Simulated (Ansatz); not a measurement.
# Redistribution: Si(CH3)(OH)3 + SiH(CH3)(OH)(SiH3) → Si(CH3)(OH)2(SiH3) + SiH(CH3)(OH)2

Species: Si(CH3)(OH)3, singlet; SiH(CH3)(OH)(SiH3), singlet; Si(CH3)(OH)2(SiH3), singlet; SiH(CH3)(OH)2, singlet. The partners trade OH for SiH3; both sit on Si, so the bond types are kept.

Shapes, held fixed at every level: PBE0-D4/def2-TZVP. Flexible molecules stand in one conformer, not always the lowest. Programs: Ansatz 0.2.0. Electronic energies: no zero-point or thermal term.

```
               level                    kind  ΔE (kJ/mol)  less CCSD(T)/CBS estimate
       HF/def2-TZVPP            Hartree–Fock        +16.0                       +3.5
 B3LYP-D4/def2-TZVPP           global hybrid        +11.8                       -0.7
  wB97M-V/def2-TZVPP  range-separated hybrid        +12.6                       +0.1
  wB97X-V/def2-TZVPP  range-separated hybrid        +12.5                        0.0
      MP2/def2-TZVPP     perturbation theory        +12.2                       -0.3
  CCSD(T)/def2-TZVPP   coupled cluster or CI        +13.2                       +0.7
     CCSD/def2-TZVPP   coupled cluster or CI        +14.0                       +1.5
CCSD(T)/CBS estimate   coupled cluster or CI        +12.5                        0.0
```

The highest level, CCSD(T)/CBS estimate, gives ΔE = +12.5 kJ/mol; the levels span +11.8 to +16.0. The column of differences is taken from that level and isn't an error. No measured value is set beside it here. The CBS estimate extrapolates MP2 from def2-TZVPP and def2-QZVPP and adds CCSD(T) − MP2 in the triple-zeta set, cores frozen.

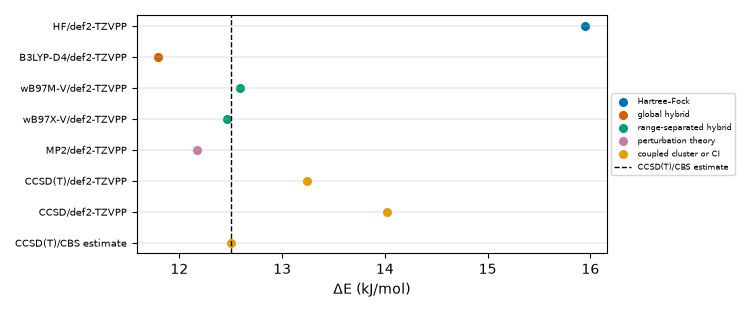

The values of the table, level by level.
